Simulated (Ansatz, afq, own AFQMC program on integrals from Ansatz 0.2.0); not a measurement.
# NH₃ (triplet): quantum Monte Carlo beside coupled cluster at distance H1–H2 along a hydrogen transfer = 1.109 Å, cc-pVTZ

How near does AFQMC come to the top of the ladder for NH₃ (triplet)?

The runs use Ansatz 0.2.0, Gaussian basis, and an in-house AFQMC program (afq) on its integrals; all values are calculated; cc-pVTZ, frozen cores.

Plan: PBE (unrestricted); r2SCAN (unrestricted); PBE0 (unrestricted); CCSD(T) on UHF; B3LYP (unrestricted); wB97M-V (unrestricted); B2PLYP (unrestricted); CCSDT(Q) on UHF; CCSD(T) on UHF; CCSD(T) on UHF; Phaseless AFQMC, CISD trial on UHF; Phaseless AFQMC, single-determinant trial on UHF.

### 1 The geometry

The geometry derives from fragments relaxed apart (PBE0/def2-TZVP) and kept rigid, so it is no stationary point. A hydrogen atom is moved between rigid fragments.

4 atoms, charge 0, spin multiplicity 3.

Atoms are counted from 1 here; the program's logs count them from 0.

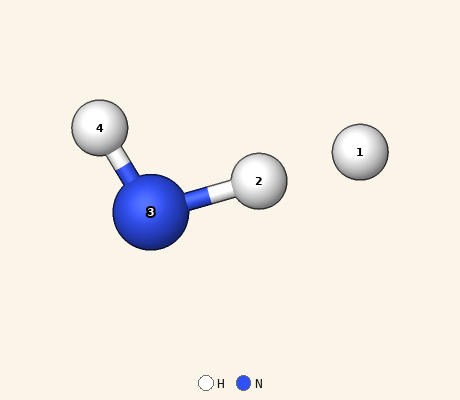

The structure; hydrogen white, nitrogen blue; atoms are numbered from 1 in the order of the file.

### 2 PBE (unrestricted)

Input file in.yaml:

```yaml
crystal:
  periodic: [false, false, false]
  atoms:
    - {symbol: H, position_ang: [-2.104905, 0.059434, 0.000000]}
    - {symbol: H, position_ang: [-0.995905, 0.059434, 0.000000]}
    - {symbol: N, position_ang: [0.190095, 0.059434, 0.000000]}
    - {symbol: H, position_ang: [0.459177, -0.944792, 0.000000]}
basis:
  gaussian: {orbitals: cc-pVTZ}
magnetization: {spin_polarized: true, initial_magnetization: 2}
hamiltonian: {xc: {name: PBE}}
output: {orbitals: {seedname: orbitals}}
```

The run is started by

```console
ansatz run in.yaml --threads 1 --pin off --events-out ev --progress --plain --max-ram 5632MiB --backend cpu
```

What it wrote:

```text
Functional definition: PBE
  name "PBE"
  cite "Perdew, Burke & Ernzerhof, Phys. Rev. Lett. 77, 3865 (1996) doi:10.1103/PhysRevLett.77.3865"
  parent pbe
  parameter kappa = 0.804
  parameter beta = 0.06672455060314922
  exchange = pbe_x(kappa = kappa, mu = beta*pi^2/3)
  correlation = pbe_c(beta = beta)
355 factors; their error is unknown
mean field evaluation 1: about -1529.6813 eV, gradient 2.7e1 eV
mean field evaluation 2: about -1519.3078 eV, gradient 4.9e1 eV
mean field evaluation 4: about -1532.6379 eV, gradient 2.3e0 eV
mean field evaluation 8: about -1532.6695 eV, gradient 1.9e-2 eV
mean field evaluation 16: about -1532.6695 eV, gradient 9.0e-6 eV
mean field -1532.66953796 eV, -56.3245666394 hartree, gradient 9.0e-6 eV, S^2 2.008584; 0 other end points of the search recorded, 0 dependent functions left out
reference -1532.66956141 eV, -56.3245675011 hartree; 6, 4 occupied and 66, 68 virtual orbitals, 355 factors
Total energy: -1532.66956141 eV, -56.3245675011 hartree
```

Wall time 0.54 s (1 thread of AMD EPYC 7R13 (Zen 3), shared host); peak memory 1.6 GiB.

From the report: ⟨S²⟩ of the determinant 2.009 (pure triplet: 2.00).

### 3 r2SCAN (unrestricted)

in.yaml, as its differences from that of step 2:

```diff
@@ -10,3 +10,2 @@
 magnetization: {spin_polarized: true, initial_magnetization: 2}
-hamiltonian: {xc: {name: PBE}}
-output: {orbitals: {seedname: orbitals}}
+hamiltonian: {xc: {name: r2SCAN}}
```

Launched as before.

What it wrote:

```text
Functional definition: r2SCAN
  name "r2SCAN"
  cite "Furness, Kaplan, Ning, Perdew & Sun, J. Phys. Chem. Lett. 11, 8208 (2020) doi:10.1021/acs.jpclett.0c02405"
  cite "Furness, Kaplan, Ning, Perdew & Sun, J. Phys. Chem. Lett. 11, 9248 (2020) doi:10.1021/acs.jpclett.0c03077"
  parent r2scan
  parameter k0 = 0.174
  parameter k1 = 0.065
  parameter a1 = 4.9479
  exchange = r2scan_x(k0 = k0, k1 = k1, a1 = a1)
  correlation = r2scan_c
355 factors; their error is unknown
mean field evaluation 1: about -1531.4897 eV, gradient 2.4e1 eV
mean field evaluation 2: about -1526.2479 eV, gradient 3.8e1 eV
mean field evaluation 4: about -1533.8428 eV, gradient 1.3e0 eV
mean field evaluation 8: about -1533.8562 eV, gradient 1.6e-2 eV
mean field evaluation 16: about -1533.8483 eV, gradient 3.7e-5 eV
mean field -1533.84829906 eV, -56.3678853106 hartree, gradient 3.7e-5 eV, S^2 2.015641; 0 other end points of the search recorded, 0 dependent functions left out
reference -1533.84830826 eV, -56.3678856489 hartree; 6, 4 occupied and 66, 68 virtual orbitals, 355 factors
Total energy: -1533.84830826 eV, -56.3678856489 hartree
```

It took 1 s on 1 thread of AMD EPYC 7R13 (Zen 3), shared host; peak memory 1.6 GiB.

From the report: ⟨S²⟩ of the determinant 2.016 (pure triplet: 2.00).

### 4 PBE0 (unrestricted)

in.yaml, as its differences from that of step 3:

```diff
@@ -10,2 +10,3 @@
 magnetization: {spin_polarized: true, initial_magnetization: 2}
-hamiltonian: {xc: {name: r2SCAN}}
+hamiltonian: {xc: {name: PBE0}}
+output: {orbitals: {seedname: orbitals}}
```

Launched as before.

What it wrote:

```text
Functional definition: PBE0
  name "PBE0"
  cite "Adamo & Barone, J. Chem. Phys. 110, 6158 (1999) doi:10.1063/1.478522"
  cite "Perdew, Burke & Ernzerhof, Phys. Rev. Lett. 77, 3865 (1996) doi:10.1103/PhysRevLett.77.3865"
  parent pbe
  parameter a = 0.25
  parameter kappa = 0.804
  parameter beta = 0.06672455060314922
  exchange = (1 - a)*pbe_x(kappa = kappa, mu = beta*pi^2/3) + a*exact_x
  correlation = pbe_c(beta = beta)
358 factors; their error is unknown
mean field evaluation 1: about -1530.9829 eV, gradient 2.0e1 eV
mean field evaluation 2: about -1529.3747 eV, gradient 2.6e1 eV
mean field evaluation 4: about -1532.7245 eV, gradient 5.3e-1 eV
mean field evaluation 8: about -1532.7243 eV, gradient 1.8e-1 eV
mean field evaluation 16: about -1532.7244 eV, gradient 8.4e-5 eV
mean field -1532.72441656 eV, -56.3265833906 hartree, gradient 8.4e-5 eV, S^2 2.015392; 0 other end points of the search recorded, 0 dependent functions left out
reference -1532.72443460 eV, -56.3265840535 hartree; 6, 4 occupied and 66, 68 virtual orbitals, 358 factors
Total energy: -1532.72443460 eV, -56.3265840535 hartree
```

Run time: 0.55 s. Hardware: 1 thread of AMD EPYC 7R13 (Zen 3), shared host; peak memory 1.6 GiB.

From the report: ⟨S²⟩ of the determinant 2.015 (pure triplet: 2.00).

### 5 CCSD(T) on UHF

in.yaml, as its differences from that of step 4:

```diff
@@ -10,3 +10,2 @@
 magnetization: {spin_polarized: true, initial_magnetization: 2}
-hamiltonian: {xc: {name: PBE0}}
-output: {orbitals: {seedname: orbitals}}
+correlation: {method: ccsd_t, electrons: outside_noble_gas, hamiltonian_folder: ham}
```

The run is started by

```console
ansatz run in.yaml --threads 1 --pin off --events-out ev --progress --plain --max-ram 16896MiB --backend cuda --devices 0, --max-vram 18GiB
```

What it wrote (excerpt; [...] marks lines left out):

```text
Functional definition: HF
  name "HF"
  cite "Fock, Z. Phys. 61, 126 (1930) doi:10.1007/BF01340294"
  parent pbe
[...]
409 factors; integrals over basis functions are off by at most 1.2e-3 eV
[...]
mean field -1525.47758433 eV, -56.0602672182 hartree, gradient 2.7e-6 eV, S^2 2.056468; 1 other end points of the search recorded, 0 dependent functions left out
determinant -1525.47758433 eV, -56.0602672182 hartree, with singles and doubles -1531.35932686 eV, -56.2764172696 hartree
determinant -1522.86522139 eV, -55.9642646510 hartree, with singles and doubles -1528.77042075 eV, -56.1812767248 hartree
1 core orbitals not correlated: weight in the atoms' cores, before any rotation towards them, 1.000 or more for the frozen orbitals, at most 0.000 for the correlated occupied ones
reference -1525.47758433 eV, -56.0602672182 hartree; 5, 3 occupied and 66, 68 virtual orbitals, 409 factors
second order -5.18136694 eV of doubles, -0.00000000 eV of singles
cycle   1  -5.80278708 eV  change   -5.2e-1 eV  update   1.6e-2
[...]
cycle  10  -5.82261474 eV  change   -4.6e-6 eV  update   5.1e-6
perturbative correction -0.18264979 eV, -0.0067122560 hartree
Total energy: -1531.48284885 eV, -56.2809566190 hartree
```

It took 2.1 s on 1 × NVIDIA H100 80GB HBM3 with 1 thread of AMD EPYC 7R13 (Zen 3), shared host; peak host memory 1.6 GiB.

From the report: ⟨S²⟩ of the determinant 2.056 (pure triplet: 2.00); correlation -6.0053 eV; T1 0.019; largest double amplitude 0.04.

This run also writes the integrals to the folder ham.

### 6 B3LYP (unrestricted)

in.yaml, as its differences from that of step 5:

```diff
@@ -10,2 +10,2 @@
 magnetization: {spin_polarized: true, initial_magnetization: 2}
-correlation: {method: ccsd_t, electrons: outside_noble_gas, hamiltonian_folder: ham}
+hamiltonian: {xc: {name: B3LYP}}
```

The run is started by

```console
ansatz run in.yaml --threads 1 --pin off --events-out ev --progress --plain --max-ram 5632MiB --backend cpu
```

What it wrote (excerpt; [...] marks lines left out):

```text
Functional definition: B3LYP
  name "B3LYP"
  cite "Stephens, Devlin, Chabalowski & Frisch, J. Phys. Chem. 98, 11623 (1994) doi:10.1021/j100096a001"
  cite "Becke, Phys. Rev. A 38, 3098 (1988) doi:10.1103/PhysRevA.38.3098"
  cite "Lee, Yang & Parr, Phys. Rev. B 37, 785 (1988) doi:10.1103/PhysRevB.37.785"
  cite "Vosko, Wilk & Nusair, Can. J. Phys. 58, 1200 (1980) doi:10.1139/p80-159"
[...]
355 factors; their error is unknown
[...]
mean field -1534.76174305 eV, -56.4014537584 hartree, gradient 6.5e-5 eV, S^2 2.012924; 0 other end points of the search recorded, 0 dependent functions left out
reference -1534.76189915 eV, -56.4014594947 hartree; 6, 4 occupied and 66, 68 virtual orbitals, 355 factors
Total energy: -1534.76189915 eV, -56.4014594947 hartree
```

Run time: 0.63 s. Hardware: 1 thread of AMD EPYC 7R13 (Zen 3), shared host; peak memory 1.6 GiB.

From the report: ⟨S²⟩ of the determinant 2.013 (pure triplet: 2.00).

### 7 wB97M-V (unrestricted)

in.yaml, as its differences from that of step 6:

```diff
@@ -10,2 +10,3 @@
 magnetization: {spin_polarized: true, initial_magnetization: 2}
-hamiltonian: {xc: {name: B3LYP}}
+hamiltonian: {xc: {name: wB97M-V}}
+output: {orbitals: {seedname: orbitals}}
```

Same command.

What it wrote (excerpt; [...] marks lines left out):

```text
Functional definition: wB97M-V
  name "wB97M-V"
  cite "Mardirossian & Head-Gordon, J. Chem. Phys. 144, 214110 (2016) doi:10.1063/1.4952647"
  cite "Becke, J. Chem. Phys. 107, 8554 (1997) doi:10.1063/1.475007"
  cite "Vydrov & Van Voorhis, J. Chem. Phys. 133, 244103 (2010) doi:10.1063/1.3521275"
  # Of w^i u^j: cxij and so on, Table III.
[...]
  gx(w, u) = 1 - cx + cx01*u + cx10*w
  gss(w, u) = css00 + css04*u^4 + css10*w + css20*w^2 + css43*w^4*u^3
  gos(w, u) = cos00 + cos10*w + (cos20 + cos21*u)*w^2 + (cos60 + cos61*u)*w^6
[...]
      + integral(e_c_pw_mod_opposite_spin*gos(b97_w_opposite, b97_u_opposite)) + vv10(b, c)
355 factors; their error is unknown
90 factors; integrals over basis functions are off by at most 2.5e-5 eV
[...]
mean field -1533.44366647 eV, -56.3530153372 hartree, gradient 6.9e-5 eV, S^2 2.013666; 0 other end points of the search recorded, 0 dependent functions left out
reference -1533.44369563 eV, -56.3530164091 hartree; 6, 4 occupied and 66, 68 virtual orbitals, 355 factors
Total energy: -1533.44369563 eV, -56.3530164091 hartree
```

Wall time 1.8 s (1 thread of AMD EPYC 7R13 (Zen 3), shared host); peak memory 1.6 GiB.

From the report: ⟨S²⟩ of the determinant 2.014 (pure triplet: 2.00).

### 8 B2PLYP (unrestricted)

in.yaml, as its differences from that of step 7:

```diff
@@ -10,3 +10,3 @@
 magnetization: {spin_polarized: true, initial_magnetization: 2}
-hamiltonian: {xc: {name: wB97M-V}}
-output: {orbitals: {seedname: orbitals}}
+hamiltonian: {xc: {name: B2PLYP}}
+correlation: {electrons: outside_noble_gas}
```

Launched as before.

What it wrote (excerpt; [...] marks lines left out):

```text
Functional definition: B2PLYP
  name "B2PLYP"
  cite "Grimme, J. Chem. Phys. 124, 034108 (2006) doi:10.1063/1.2148954"
  cite "Becke, Phys. Rev. A 38, 3098 (1988) doi:10.1103/PhysRevA.38.3098"
  cite "Lee, Yang & Parr, Phys. Rev. B 37, 785 (1988) doi:10.1103/PhysRevB.37.785"
[...]
409 factors; integrals over basis functions are off by at most 1.2e-3 eV
[...]
mean field -1531.46460476 eV, -56.2802861610 hartree, gradient 5.3e-6 eV, S^2 2.026563; 0 other end points of the search recorded, 0 dependent functions left out
1 core orbitals not correlated: weight in the atoms' cores, before any rotation towards them, 1.000 or more for the frozen orbitals, at most 0.000 for the correlated occupied ones
reference -1531.46470493 eV, -56.2802898423 hartree; 5, 3 occupied and 66, 68 virtual orbitals, 409 factors
second order -6.39178118 eV of doubles, -0.00000000 eV of singles
Total energy: -1533.19048585 eV, -56.3437111212 hartree
```

It took 0.73 s on 1 thread of AMD EPYC 7R13 (Zen 3), shared host; peak memory 1.6 GiB.

From the report: ⟨S²⟩ of the determinant 2.027 (pure triplet: 2.00).

### 9 CCSDT(Q) on UHF

in.yaml, as its differences from that of step 8:

```diff
@@ -10,3 +10,2 @@
 magnetization: {spin_polarized: true, initial_magnetization: 2}
-hamiltonian: {xc: {name: B2PLYP}}
-correlation: {electrons: outside_noble_gas}
+correlation: {method: ccsdt_q, electrons: outside_noble_gas}
```

The run is started by

```console
ansatz run in.yaml --threads 1 --pin off --events-out ev --progress --plain --max-ram 16896MiB --backend cuda --devices 0, --max-vram 18GiB
```

What it wrote (excerpt; [...] marks lines left out):

```text
Functional definition: HF
  name "HF"
  cite "Fock, Z. Phys. 61, 126 (1930) doi:10.1007/BF01340294"
  parent pbe
[...]
881 factors; integrals over basis functions are off by at most 2.3e-7 eV
[...]
mean field -1525.47758978 eV, -56.0602674185 hartree, gradient 2.5e-6 eV, S^2 2.056468; 1 other end points of the search recorded, 0 dependent functions left out
determinant -1525.47758978 eV, -56.0602674185 hartree, with singles and doubles -1531.35934540 eV, -56.2764179509 hartree
determinant -1522.86522856 eV, -55.9642649146 hartree, with singles and doubles -1528.77044775 eV, -56.1812777171 hartree
1 core orbitals not correlated: weight in the atoms' cores, before any rotation towards them, 1.000 or more for the frozen orbitals, at most 0.000 for the correlated occupied ones
reference -1525.47758978 eV, -56.0602674185 hartree; 5, 3 occupied and 66, 68 virtual orbitals, 881 factors
second order -5.18138127 eV of doubles, -0.00000000 eV of singles
cycle   1  -5.56516640 eV  change   -3.8e-1 eV  update   6.1e-2
[...]
cycle  18  -6.02239871 eV  change    8.9e-8 eV  update   3.1e-7
perturbative correction -0.00781838 eV, -0.0002873201 hartree
Total energy: -1531.50780687 eV, -56.2818738092 hartree
```

Run time: 4.5 s. Hardware: 1 × NVIDIA H100 80GB HBM3 with 1 thread of AMD EPYC 7R13 (Zen 3), shared host; peak host memory 1.6 GiB.

From the report: ⟨S²⟩ of the determinant 2.056 (pure triplet: 2.00); correlation -6.0302 eV; T1 0.020; largest double amplitude 0.04.

[end of part 1 of 2]
